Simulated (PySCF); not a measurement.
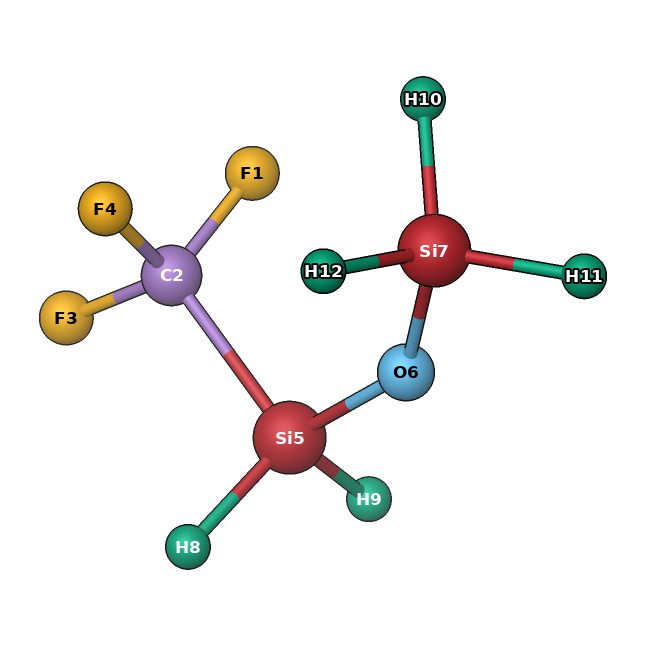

The geometry was computed by an optimisation with PBE0-D3(BJ)/def2-SVP. No frequency run is at hand to confirm it as a minimum. Electric field gradients from the ground-state density, B3LYP/6-31G* (PySCF 2.14.0), non-relativistic apart from any core potentials.

Give the largest field-gradient component, the quadrupole coupling constant and the asymmetry for 17O at O6 (Q = −25.6 mb), 2H at H8 (Q = 2.86 mb), 2H at H9 (Q = 2.86 mb), 2H at H10 (Q = 2.86 mb), 2H at H11 (Q = 2.86 mb).

```csv
atom,V_zz (a.u.),e²qQ/h (MHz),η
O6,1.009,−6.07,0.21
H8,0.145,0.097,0.02
H9,0.147,0.099,0.02
H10,0.145,0.097,0.04
H11,0.147,0.099,0.03
```
